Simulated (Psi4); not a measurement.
**SiCl2OF (SMILES [O][Si](F)(Cl)Cl): a chain of runs**

Wanted: a structure relaxation (UB3LYP-D3(BJ)/def2-SVP), then the harmonic vibrations of SiCl2OF. 

Program for the calculation: Psi4 1.11.

## 1. Starting point

SiCl2OF: 5 atoms, total charge 0, spin state doublet. SMILES: `[O][Si](F)(Cl)Cl`. The shape is that of a PBE0-D4/def2-TZVP optimisation. The run starts from this shape.

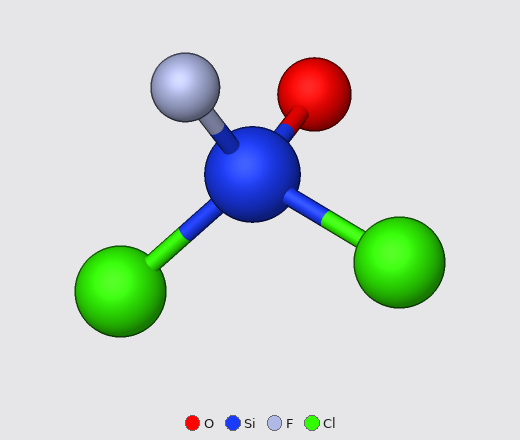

The structure, seen from a chosen angle (oxygen red, silicon blue, fluorine light blue, chlorine green).

## 2. A structure relaxation at UB3LYP-D3(BJ)/def2-SVP (density fitting) (run 1)

cl2fosi.in reads:

```
memory 1.6 GB

molecule {
  0 2
  O      1.205200    -1.120900     0.351000
  Si     0.002000    -0.037300     0.071900
  F     -0.944500     0.175500     1.311100
  Cl    -1.088600    -0.815800    -1.428500
  Cl     0.875700     1.725000    -0.347000
  units angstrom
}

set {
  basis def2-SVP
  reference uks
  geom_maxiter 60
}

result = opt('b3lyp-d3bj')
```

Command:

```console
$ psi4 -n 1 cl2fosi.in cl2fosi.out
```

cl2fosi.out:

```text
[...]
  Running in c1 symmetry.
[...]
  Nuclear repulsion =  367.622626733640175
[...]
  Multiplicity = 2
[...]
  Nalpha       = 33
  Nbeta        = 32
[...]
    Number of basis functions: 82
[...]
   @DF-UKS iter   1: -1384.13044035389885    2.09196e-01   1.11937e-02 DIIS/ADIIS
[...]
   @DF-UKS iter  13: -1384.60729316113930   -1.59162e-12   4.95175e-09 DIIS
[...]
   @S^2 Observed:                7.529958778E-01
[...]
    Orbital Energies [Eh]
    ---------------------
    Alpha Occupied:
       1A   -101.539754     2A   -101.536150     3A    -66.263335
       4A    -24.712184     5A    -19.222866     6A     -9.495621
       7A     -9.492137     8A     -7.262286     9A     -7.258760
      10A     -7.256370    11A     -7.255131    12A     -7.252553
      13A     -7.251754    14A     -5.419280    15A     -3.782525
      16A     -3.782040    17A     -3.781026    18A     -1.198392
      19A     -1.015152    20A     -0.873616    21A     -0.856504
      22A     -0.571470    23A     -0.497111    24A     -0.491706
      25A     -0.479887    26A     -0.454170    27A     -0.427755
      28A     -0.413790    29A     -0.393217    30A     -0.378702
      31A     -0.360077    32A     -0.355873    33A     -0.352435
[...]
  @DF-UKS Final Energy: -1384.60729316113930
   => Energetics <=
    Nuclear Repulsion Energy =            362.8431617127109234
    One-Electron Energy =               -2636.6739635398025712
    Two-Electron Energy =                 967.0695634201767916
    DFT Exchange-Correlation Energy =     -77.8359170597336174
    Empirical Dispersion Energy =          -0.0101376944906987
    VV10 Nonlocal Energy =                  0.0000000000000000
    Total Energy =                      -1384.6072931611392960
[...]
 Multipole Moments:
 ------------------------------------------------------------------------------------
     Multipole            Electronic (a.u.)      Nuclear  (a.u.)        Total (a.u.)
 ------------------------------------------------------------------------------------
 L = 1.  Multiply by 2.5417464519 to convert [e a0] to [Debye]
 Dipole X            :         -1.0757480            0.9724859           -0.1032621
 Dipole Y            :          0.9155955           -0.6930462            0.2225494
 Dipole Z            :         -0.0238644           -0.2296408           -0.2535052
 Magnitude           :                                                    0.3527834
[...]
  -Total Gradient:
     Atom            X                  Y                   Z
    ------   -----------------  -----------------  -----------------
       1        0.000060103214     0.000024900003     0.000017766883
       2        0.000039292914     0.000017945902     0.000089717123
       3        0.000072616814    -0.000032142923     0.000109858957
       4        0.000012770602     0.000019594960     0.000098176995
       5       -0.000012703107     0.000037841831     0.000085656483
[...]
    Final optimized geometry and variables:
    Molecular point group: c1
    Full point group: C1
    Geometry (in Angstrom), charge = 0, multiplicity = 2:
    O            1.239750873627    -1.290826148397     0.567861732338
    SI           0.056604320187    -0.156410027686     0.304176581881
    F           -0.907448195482     0.063633786189     1.568494913678
    CL          -1.030252229241    -0.956704270985    -1.222340551821
    CL           0.910910092069     1.637698462528    -0.132914794102
    Psi4 run time: 0:02:57.34
[...]
```

On the terminal:

```text
Optimizer: Optimization complete!
```

Wall time 3 min (1 thread of Intel Xeon Platinum 8259CL at 2.50GHz (Skylake/Cascade Lake), shared host); peak memory 0.5 GiB.

The path in brief:

| step | energy from the first frame kept (eV) | largest force (eV/Å) |
| --- | --- | --- |
| 0 | 0.0000 | 1.2974 |
| 1 | -0.0370 | 0.3030 |
| 2 | -0.0393 | 0.0362 |
| 3 | -0.0394 | 0.0157 |
| 4 | -0.0395 | 0.0115 |
| 5 | -0.0396 | 0.0194 |
| 6 | -0.0397 | 0.0245 |
| 7 | -0.0134 | 0.3073 |
| 8 | -0.0396 | 0.0763 |
| 9 | -0.0397 | 0.0122 |
| 10 | -0.0352 | 0.1297 |
| 11 | -0.0383 | 0.0790 |
| 12 | -0.0397 | 0.0370 |
| 13 | -0.0399 | 0.0097 |
| 14 | -0.0396 | 0.0202 |
| 15 | -0.0399 | 0.0084 |
| 16 | -0.0399 | 0.0067 |
| 17 | -0.0399 | 0.0070 |

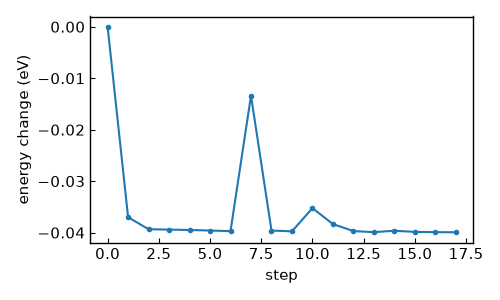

Energy along the run.

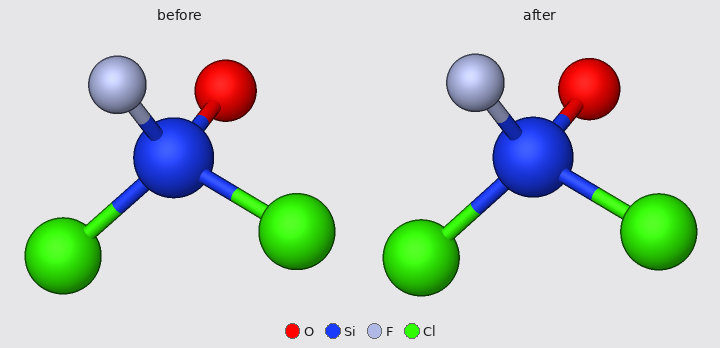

Before and after, at one scale.

After the run. Bond lengths: O1–Si2 1.660 Å, Si2–F3 1.605 Å, Si2–Cl4 2.038 Å, Si2–Cl5 2.035 Å. Angles: O1–Si2–F3 113.4°, O1–Si2–Cl4 103.3°, O1–Si2–Cl5 109.7°, F3–Si2–Cl4 108.9°, F3–Si2–Cl5 107.5°, Cl4–Si2–Cl5 114.2°.

## 3. Vibrational wavenumbers at UB3LYP-D3(BJ)/def2-SVP (density fitting) (run 2)

job.dat reads:

```
memory 1600 MB

molecule mol {
  0 2
  O
  Si 1 r2
  F 2 r3 1 a3
  Cl 2 r4 3 a4 1 d4
  Cl 2 r5 3 a5 1 d5

  r2 = 1.660201
  r3 = 1.605091
  a3 = 113.3659
  r4 = 2.037641
  a4 = 108.8799
  d4 = 114.41812
  r5 = 2.034629
  a5 = 107.48897
  d5 = -121.4329
}

set {
  basis                      def2-SVP
  reference                  uks
  t                          298.15
  rotational_symmetry_number 1
}

e_tot = frequency("b3lyp-d3bj")
```

Command:

```console
$ psi4 -n 1 job.dat job.out
```

job.out (excerpt; [...] marks lines left out):

```text
[...]
  Running in c1 symmetry.
[...]
  Nuclear repulsion =  362.843128243186015
[...]
  Multiplicity = 2
[...]
  Nalpha       = 33
  Nbeta        = 32
[...]
    Number of basis functions: 82
[...]
   @DF-UKS iter   1: -1384.13244117680324    1.21207e-01   1.11534e-02 DIIS/ADIIS
[...]
   @DF-UKS iter  21: -1384.60729315159983   -1.59162e-12   4.98760e-09 DIIS
[...]
   @S^2 Observed:                7.529956628E-01
[...]
  @DF-UKS Final Energy: -1384.60729315159983
   => Energetics <=
    Nuclear Repulsion Energy =            362.8448502920692817
    One-Electron Energy =               -2636.6773508603482696
    Two-Electron Energy =                 967.0712720191950211
    DFT Exchange-Correlation Energy =     -77.8359268410939791
    Empirical Dispersion Energy =          -0.0101377614216013
    VV10 Nonlocal Energy =                  0.0000000000000000
    Total Energy =                      -1384.6072931515998334
[...]
 Multipole Moments:
[...]
  -Total Gradient:
     Atom            X                  Y                   Z
    ------   -----------------  -----------------  -----------------
       1        0.000064533609     0.000008161404    -0.000025305542
       2        0.000124181070    -0.000062675780    -0.000024524518
       3        0.000057016151    -0.000081528702    -0.000092742777
       4        0.000031336754    -0.000070158034    -0.000002459296
       5        0.000013945462    -0.000095573024     0.000006290156
[...]
  ==> Harmonic Vibrational Analysis <==
[...]
  Freq [cm^-1]                 94.9693             154.1649            245.0003
[...]
  IR activ [km/mol]             1.6168              0.6199             12.3461
[...]
  Freq [cm^-1]                 266.7510            294.3824            506.0296
[...]
  IR activ [km/mol]            20.5896             17.0898             31.9481
[...]
  Freq [cm^-1]                 640.7847            841.7496            974.1329
[...]
  IR activ [km/mol]            201.6898            58.3980             138.9118
[...]
  Total E_0, Enthalpy at 0 [K]                                                        -1384.59813957 [Eh]
[...]
  Total H, Enthalpy at  298.15 [K]                                                    -1384.59113183 [Eh]
[...]
  Total G, Gibbs energy at  298.15 [K]                                                -1384.63016277 [Eh]
[...]
```

The script printed:

```text
Warning: used thermodynamics relations inappropriate for low-frequency modes: ['94.9693' '154.1649' '245.0003' '266.7510' '294.3824' '506.0296']
```

Wall time 5.1 min (1 thread of Intel Xeon Platinum 8259CL at 2.50GHz (Skylake/Cascade Lake), shared host); peak memory 0.48 GiB.

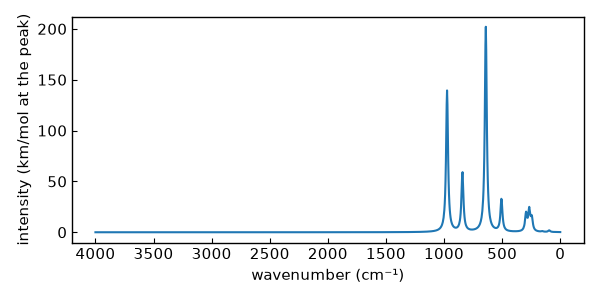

Harmonic infrared spectrum, unscaled, lines broadened by 10 cm⁻¹.

## 4. Summary of results

| quantity | value |
| --- | --- |
| run 1, UB3LYP-D3(BJ)/def2-SVP: total energy at the end | -1384.60729 Eh |
| run 1, UB3LYP-D3(BJ)/def2-SVP: dipole moment | 0.90 D |
| run 1, UB3LYP-D3(BJ)/def2-SVP: HOMO energy (highest over α and β) | -9.34 eV |
| run 1, UB3LYP-D3(BJ)/def2-SVP: LUMO energy (lowest over α and β) | -5.98 eV |
| run 1, UB3LYP-D3(BJ)/def2-SVP: dispersion energy | -26.62 kJ/mol |
| run 1, UB3LYP-D3(BJ)/def2-SVP: ⟨S²⟩ | 0.753 |
| run 2, UB3LYP-D3(BJ)/def2-SVP: lowest harmonic wavenumber | 95 cm⁻¹ |
| run 2, UB3LYP-D3(BJ)/def2-SVP: highest harmonic wavenumber | 974 cm⁻¹ |
| run 2, UB3LYP-D3(BJ)/def2-SVP: zero-point energy | 24.0 kJ/mol |
| run 2, UB3LYP-D3(BJ)/def2-SVP: ideal-gas entropy at 298.15 K (symmetry number 1 as used) | 82.1 cal/(mol K) |

In words: The optimisation (run 1, UB3LYP-D3(BJ)/def2-SVP) took 18 steps and changed the energy by -0.040 eV. All 9 modes (run 2, UB3LYP-D3(BJ)/def2-SVP) are real, so the shape is a minimum at this level.
